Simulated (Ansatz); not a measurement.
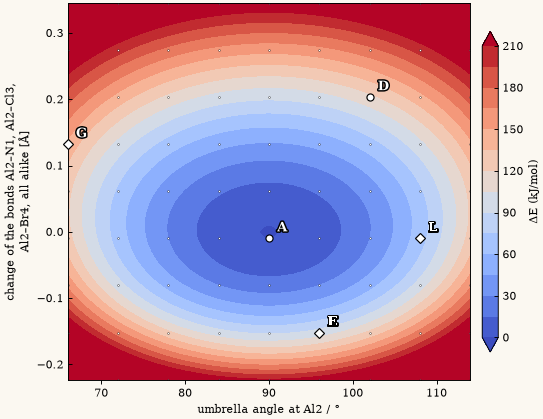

AlBrClH₂N, SMILES [NH2][Al]([Cl])[Br]. The first coordinate is: umbrella angle at Al2 (between each of its bonds and their common axis; 90 is planar); the second: change of the bonds Al2–N1, Al2–Cl3, Al2–Br4, all alike. Nothing is relaxed (all other coordinates rigid). The grid has 9 × 9 points; 45 points were computed and 36 follow by symmetry. Points are written as (first, second). Energies: kJ/mol, counted from the lowest grid point. All numbers below come from RKS r2SCAN-D4/def2-SVP (Ansatz 0.2.0).

The picture shows filled contours, dots at the grid points, one colour for all values above the top of the scale, lettered points. Between grid points the surface is interpolated.

> Is G the lowest point of the computed grid?

No. G lies 146 kJ/mol above the lowest grid point, which is at (90°, −0.010 Å).

> What kind of point is each of A, D, E, L: minimum, saddle, maximum or slope?

A: minimum; D: on a slope; E: on a slope; L: on a slope. (In these two coordinates alone; a stationary point may lie a little off the grid point.)

> Rank the lettered points by energy, lowest first.

A (0 kJ/mol), L (68 kJ/mol), E (96 kJ/mol), D (116 kJ/mol), G (146 kJ/mol).
